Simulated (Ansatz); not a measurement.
FH₃OSi₂

Input file:

```
crystal:
  periodic: [false, false, false]
  atoms:
    - {symbol: F, position_ang: [0.807531, 1.427900, -0.646302]}
    - {symbol: O, position_ang: [0.584117, 2.478217, 1.781782]}
    - {symbol: Si, position_ang: [0.558220, 1.064218, 0.913657]}
    - {symbol: Si, position_ang: [1.570902, 3.436560, 2.746173]}
    - {symbol: H, position_ang: [1.659842, 0.173298, 1.353507]}
    - {symbol: H, position_ang: [-0.783735, 0.452863, 1.035206]}
    - {symbol: H, position_ang: [2.782452, 2.463824, 2.816544]}
basis:
  gaussian: {orbitals: def2-TZVPD}
hamiltonian: {xc: pbe0}
output: {forces: true, orbitals: {seedname: orbitals}}
```

Run with:

```sh
ansatz run input.yaml --threads 2 --pin off --max-ram 4350MiB --events-out events.jsonl --progress --plain --runs-dir runs
```

Geometry: B3LYP-D3(BJ)/def2-SVP.

Level of theory: Ansatz 0.2.0, isolated molecule in a Gaussian basis; Kohn-Sham density functional theory, functional PBE0.

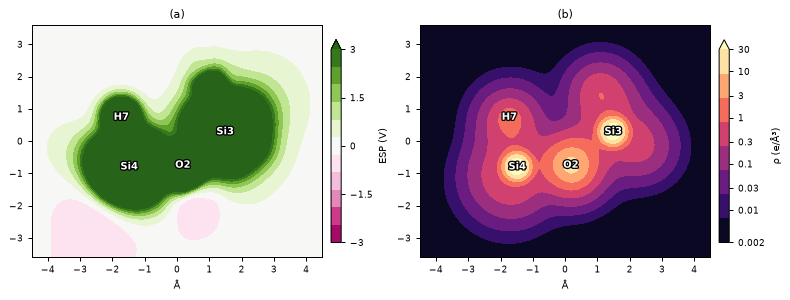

Figure 1. (a) molecular electrostatic potential; (b) electron density on the plane of atoms Si3, O2 and Si4.

Q: What does the map show?

A: The section cuts through O, Si and H sites. Si–O (1.66 Å): the density is about 1.1 e/Å³ at the midpoint. Outside the dense part of the molecule the potential is most negative (−0.8 V) near O2.

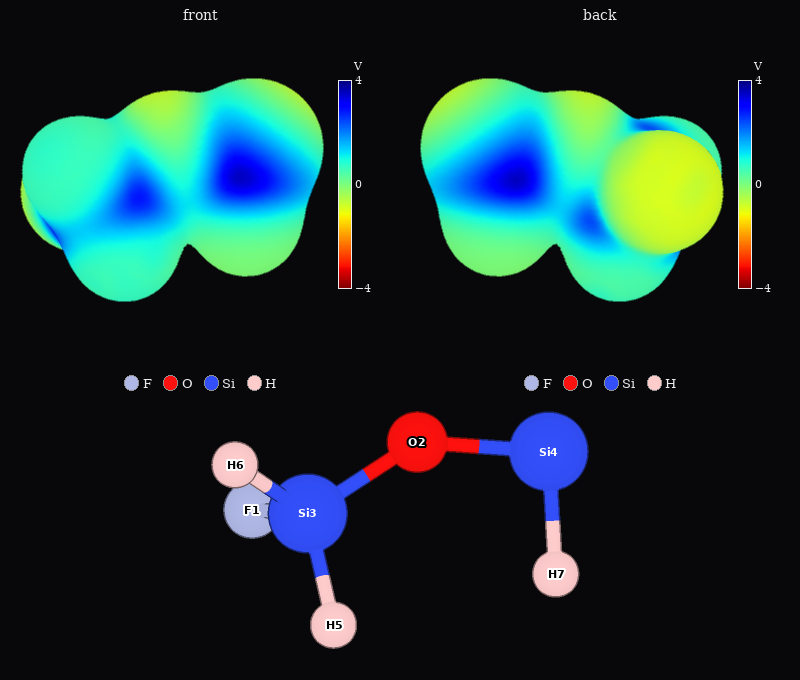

Figure 2. The molecular electrostatic potential painted on the density surface at 0.004 e/bohr³, seen from the front and from behind; the colour scale runs from red (negative) to blue (positive). The bare structure is drawn below in the same view.

Q: Where is the surface potential most negative and most positive?

A: The most negative region (about −0.9 V) lies over F1, the most positive (about +3.4 V) over Si4.

Q: How polar is the molecule by this calculation?

A: Its dipole moment is 1.43 D.

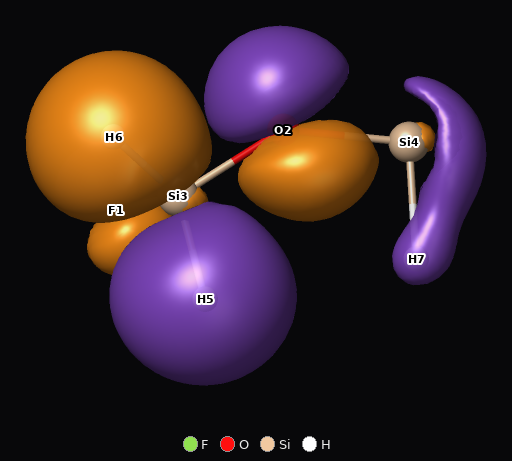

Figure 3. The HOMO−1 at ±0.08 Å⁻³ᐟ² (orange and purple are the two phases), seen across its widest extent.

Q: What is the character of this orbital?

A: Its weight (Hirshfeld) is mainly on Si3 (about 25 %), O2 (about 25 %), H5 (about 20 %), H6 (about 20 %) and Si4 (about 5 %). Its energy is −9.44 eV.
